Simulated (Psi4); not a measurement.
Approach curve of the dimer Br2 ··· Na+ (SMILES BrBr and [Na+]) (charge +1). Monomers: optimised at B3LYP-D3(BJ) (def2-TZVP), held rigid. Orientation: lowest of the rigid-body minima from ten starts at GFN2-xTB (searched outside a hard wall at short contacts). The monomers approach along the line of their centres of mass (distance R); nothing else relaxes. The shortest distances reach bonding range, where SAPT0 and rigid monomers are unreliable.

Calculation: SAPT0/jun-cc-pVDZ, all electrons correlated (Psi4 1.11).

Components in kJ/mol:

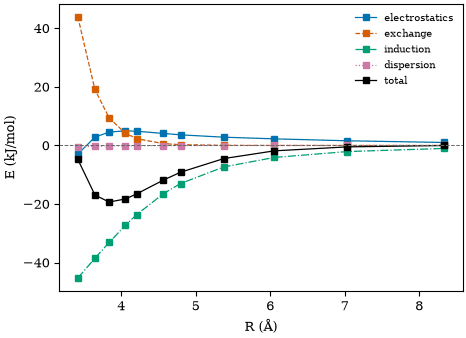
Components of the interaction energy.

| R / Å | electrostatics | exchange | induction | dispersion | total |
|---|---|---|---|---|---|
| 3.42 | -2.96 | 43.95 | -45.25 | -0.44 | -4.71 |
| 3.65 | 2.82 | 19.11 | -38.53 | -0.30 | -16.90 |
| 3.84 | 4.57 | 9.46 | -33.12 | -0.22 | -19.32 |
| 4.06 | 5.01 | 4.13 | -27.25 | -0.15 | -18.27 |
| 4.21 | 4.86 | 2.34 | -23.63 | -0.12 | -16.55 |
| 4.57 | 4.10 | 0.61 | -16.46 | -0.06 | -11.81 |
| 4.80 | 3.63 | 0.27 | -13.00 | -0.04 | -9.14 |
| 5.38 | 2.82 | 0.05 | -7.33 | -0.02 | -4.48 |
| 6.06 | 2.25 | 0.01 | -4.09 | -0.01 | -1.84 |
| 7.04 | 1.60 | 0.00 | -2.08 | 0.00 | -0.49 |
| 8.34 | 1.01 | 0.00 | -1.02 | 0.00 | 0.00 |
